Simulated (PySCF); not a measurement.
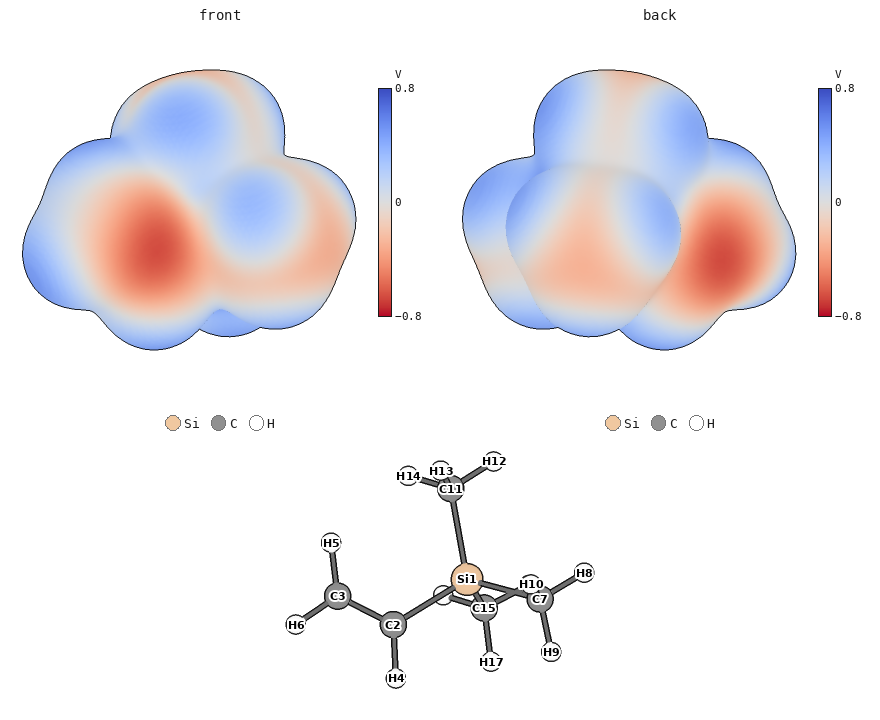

The picture shows: C5H12Si. The electrostatic potential painted on the density surface at 0.001 e/bohr³, seen from the front and from behind; the colour scale runs from red (negative) to blue (positive). The bare structure is drawn below in the same view.

Geometry: PBE0-D3(BJ)/def2-SVP.

All numbers below come from PySCF 2.14.0, PBE0/pcSseg-1, SCF density, gas phase, non-relativistic.

```xyz
18

Si    0.0561   -0.1492   -0.2404
C     0.1734   -0.1937    1.6341
C    -0.2485    0.7773    2.4527
H     0.6202   -1.0840    2.1001
H    -0.7055    1.6979    2.0710
H    -0.1605    0.7067    3.5433
C     1.7891   -0.2970   -0.9641
H     1.7601   -0.2600   -2.0651
H     2.2624   -1.2482   -0.6729
H     2.4350    0.5233   -0.6138
C    -0.7340    1.4682   -0.7874
H    -0.8090    1.5064   -1.8858
H    -0.1410    2.3370   -0.4607
H    -1.7509    1.5761   -0.3780
C    -0.9864   -1.6064   -0.8223
H    -2.0200   -1.5245   -0.4508
H    -0.5727   -2.5606   -0.4594
H    -1.0241   -1.6523   -1.9227
```

### Describe the electrostatic potential map.

The most negative region (about −0.6 V) lies over the π face of C2 and C3, the most positive (about +0.5 V) over the H and Si atoms.
